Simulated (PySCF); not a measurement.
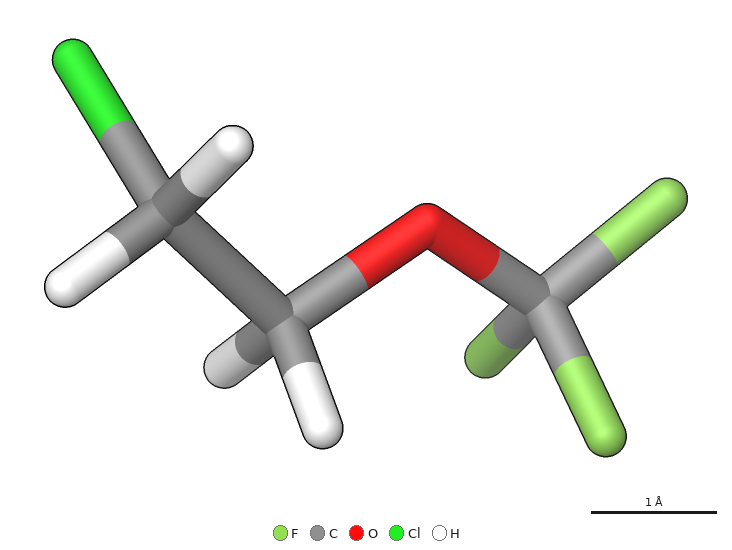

Stick drawing of a structure. Every bond is drawn as one stick, whatever its order.

The geometry was computed by an optimisation with GFN2-xTB. No frequency run is at hand to confirm it as a minimum.

> Which formula does it have?

C3H4ClF3O, 12 atoms: 3 carbon, 4 hydrogen, 1 chlorine, 3 fluorine and 1 oxygen.

> What is its SMILES?

FC(F)(F)OCCCl

> Does it have rings?

It has no ring.

> How many bonds of each kind are drawn?

4 C–H, 3 C–F, 2 C–O, 1 C–C, 1 C–Cl.

> Name some functional groups or characteristic bonds that it holds.

Among them: ether, C–F bond, C–Cl bond.

The parts below concern this one geometry. Atoms keep their numbers from picture to picture.

Symmetry

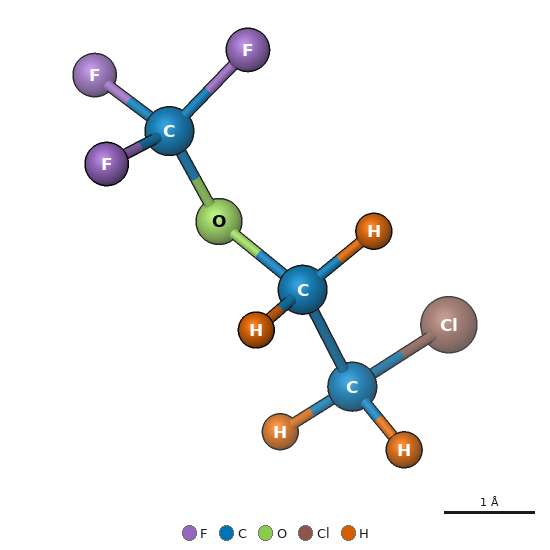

Distant atoms are faded towards the background colour. No frequency run is at hand to confirm it as a minimum. Masses are those of the most abundant isotopes; constants are for the rigid equilibrium geometry.

> Classify the rotor and give the rotational constants (GHz).

An asymmetric top (C1): A = 3.69, B = 0.796, C = 0.753 GHz. Ray's parameter κ is −0.97, close to the prolate limit.

NMR shielding

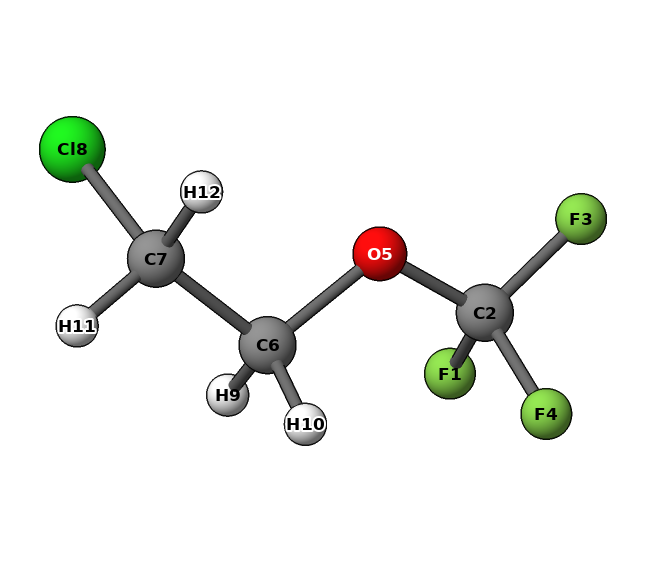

The questions are on isotropic NMR shieldings of the H atoms. No frequency run is at hand to confirm it as a minimum. Method: GIAO PBE0/pcSseg-1 NMR shielding, non-relativistic, gas phase (PySCF 2.14.0).

> Which H atom is the most shielded (lowest chemical shift)?

H11 (27.99 ppm).

> Which H atom is the least shielded (highest chemical shift)?

H10 (27.31 ppm).

> How wide is the range of H shifts?

0.68 ppm.

Give the isotropic NMR shieldings of the H atoms atom by atom.

| atom | σ (ppm) |
| --- | --- |
| H9 | 27.43 |
| H10 | 27.31 |
| H11 | 27.99 |
| H12 | 27.71 |

Dipole moment

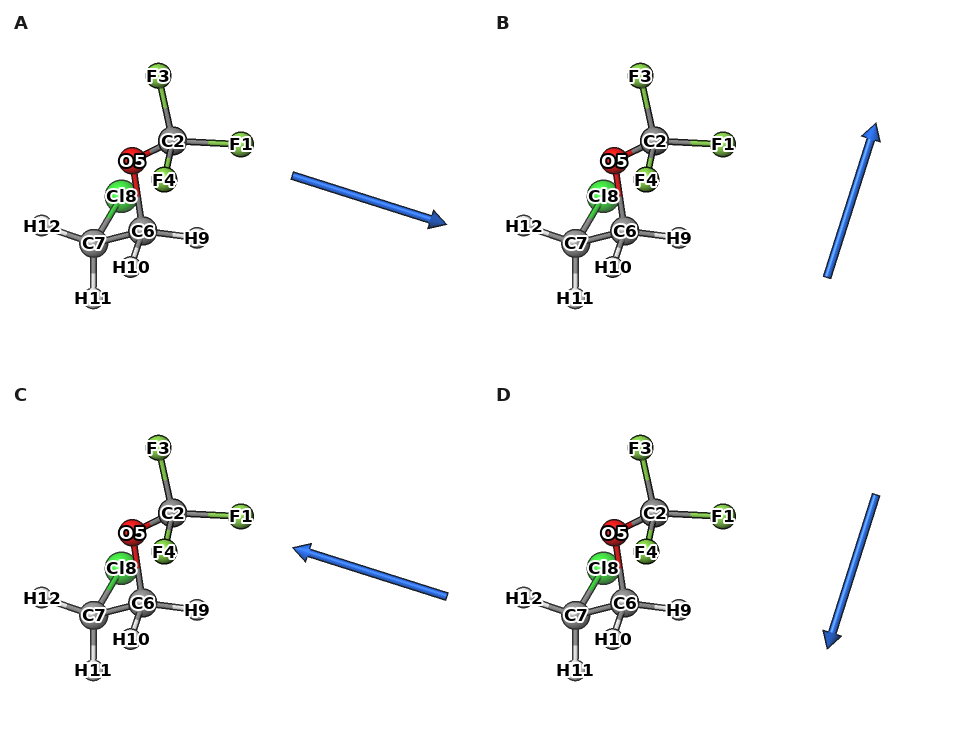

The same molecule four times, each with an arrow. No frequency run is at hand to confirm it as a minimum. Level of theory: PBE0/pcSseg-1, gas phase (PySCF 2.14.0).

> Which arrow points along the dipole moment, from the negative to the positive end?

D. The dipole moment is 3.19 D; it points from the side of F3 to the side of H11 (the outermost atoms at the two ends).

Polarisability

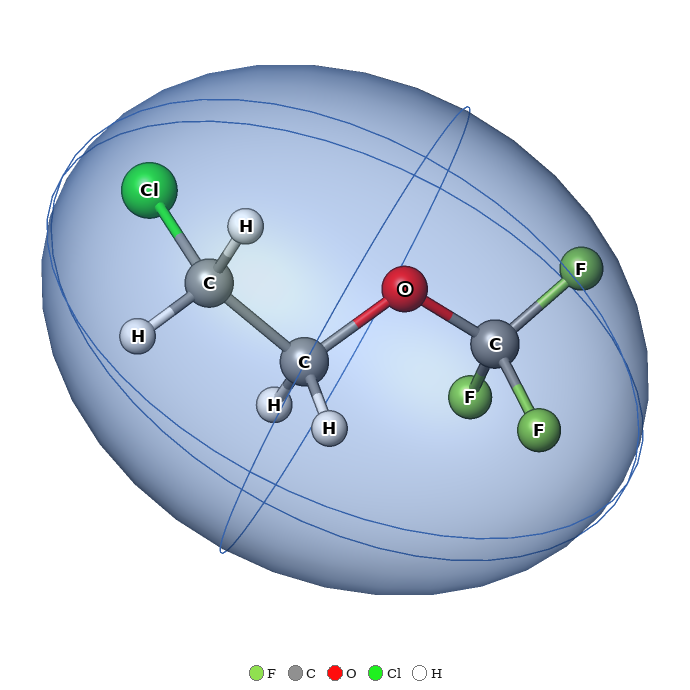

The ellipsoid shows the static dipole polarisability: its half-axes are proportional to the principal values. No frequency run is at hand to confirm it as a minimum. Computed with PBE0/def2-SVPD (PySCF 2.14.0).

> How large and how anisotropic is the polarisability?

Principal values 50.7, 57.4, 67.4 bohr³; mean 58.5 bohr³ (8.67 Å³); anisotropy 14.6 bohr³, so the longest axis is 1.33 times the shortest.
